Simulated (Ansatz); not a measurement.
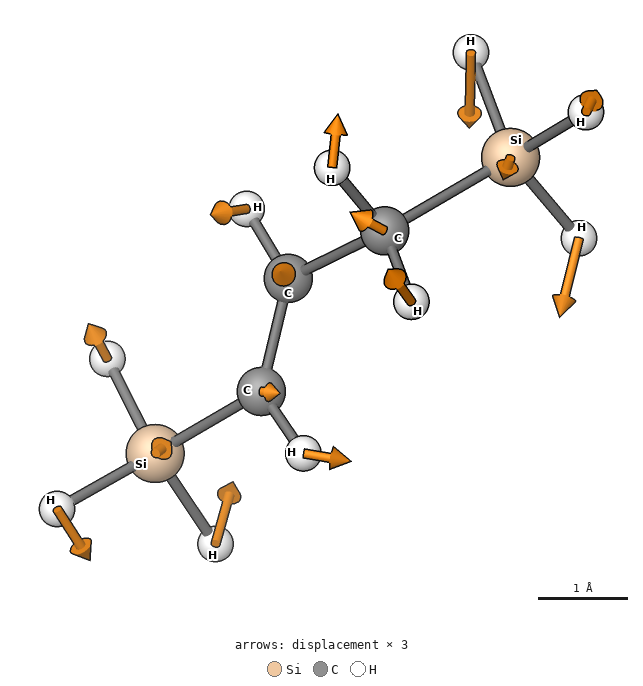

This is a relaxation of C₃H₁₀Si₂ (coarse preliminary run). The starting structure is drawn; orange arrows show the displacements, 3 times their true length. The two geometries are superimposed by the best rigid fit.

Style: ball-and-stick. Shown from a free direction.

The start comes from a force field.

Theory: RKS PBE-D4/def2-SVP (Ansatz 0.2.0).

Input
```yaml
crystal:
  periodic: [false, false, false]
  atoms:
    - {symbol: Si, position_ang: [-2.428800, -0.704100, -1.359200]}
    - {symbol: C, position_ang: [-0.739600, -0.731500, -0.792500]}
    - {symbol: C, position_ang: [-0.291300, -0.221600, 0.344200]}
    - {symbol: C, position_ang: [1.259600, -0.319900, 0.776300]}
    - {symbol: Si, position_ang: [2.080900, 1.293700, 0.985500]}
    - {symbol: H, position_ang: [-3.020200, -2.019300, -1.485400]}
    - {symbol: H, position_ang: [-3.279200, 0.118700, -0.409600]}
    - {symbol: H, position_ang: [-2.493700, 0.007500, -2.710100]}
    - {symbol: H, position_ang: [-0.072700, -1.221900, -1.443700]}
    - {symbol: H, position_ang: [-0.929400, 0.278300, 1.080100]}
    - {symbol: H, position_ang: [1.207800, -0.875700, 1.751600]}
    - {symbol: H, position_ang: [1.768600, -0.926900, 0.076100]}
    - {symbol: H, position_ang: [3.419700, 1.085700, 1.455200]}
    - {symbol: H, position_ang: [1.357700, 2.148600, 2.034700]}
    - {symbol: H, position_ang: [2.138800, 2.037400, -0.273800]}
basis:
  gaussian: {orbitals: def2-SVP}
hamiltonian: {xc: pbe, dispersion: d4}
relax: {f_tol: 0.03, max_steps: 200}
```

Run as
```bash
ansatz run in.yaml --threads 4 --pin off --events-out ev --progress --plain --max-ram 10444MiB
```

Which element moves most?

Hydrogen: up to 0.39 Å, against 0.18 Å for carbon.

What happened in the run?

H14 moves most after the best rigid fit: 0.39 Å. By element the largest moves are H 0.39 Å, C 0.18 Å, Si 0.13 Å. Some distances before and after: C3–C4 1.613 → 1.497 Å, Si1–C2 1.782 → 1.871 Å, C4–Si5 1.823 → 1.912 Å, Si5–H13 1.434 → 1.507 Å. Among the angles between lasting bonds that change: C3–C4–H11 102.6° → 111.3°, C2–C3–H10 123.7° → 118.7°, Si1–C2–H9 114.3° → 118.7°. After 10 accepted moves (11 points after the start) the energy has fallen by 13.7 kcal/mol. The largest force component goes from 4 to 0.021 eV/Å. The line search rejected the trial step at point 4 of the run. Cost: 20 s on 4 threads of Arm Neoverse V1, with other jobs on the host.
